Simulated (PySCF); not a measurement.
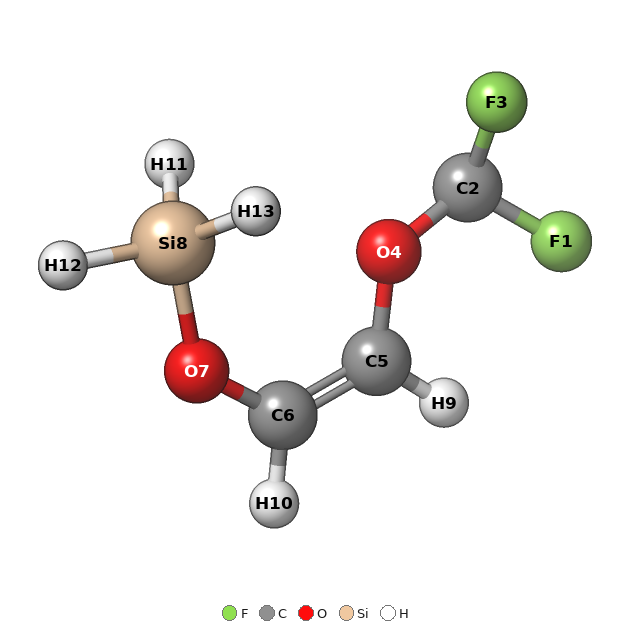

Charge 0, doublet. The computed structure is the end point of a GFN2-xTB optimisation. No frequency run is at hand to confirm it as a minimum. Level of theory: UKS B3LYP, pcH-1 on C F H O Si, non-relativistic (PySCF 2.14.0). Fermi-contact and spin-dipolar terms alone, no spin-orbit part.

### Which nucleus has the largest dipolar (anisotropic) hyperfine coupling?

19F at F1: principal values −198.1, −185.9, 384.0 MHz.

List the isotropic and dipolar parts for the most strongly coupled nuclei, one of each equivalent set.

```
atom  isotope  a_iso (MHz)     dipolar part (MHz)
  F1      19F        394.7  −198.1, −185.9, 384.0
  F3      19F        372.0  −197.2, −183.8, 381.1
  C2      13C        666.2    −64.6, −64.2, 128.8
  O4      17O        −58.5      −51.6, 24.9, 26.7
  C6      13C          6.3       −6.8, −5.6, 12.5
  C5      13C         −8.9         −8.3, 2.1, 6.2
  H9       1H          2.4        −3.9, −2.8, 6.8
  O7      17O         −1.4         −4.7, 2.1, 2.6
```

The geometry is semi-empirical. Around Si such bond lengths and angles can be off by a tenth of an ångström or more and by several degrees, and values that hang on the shape move with them.
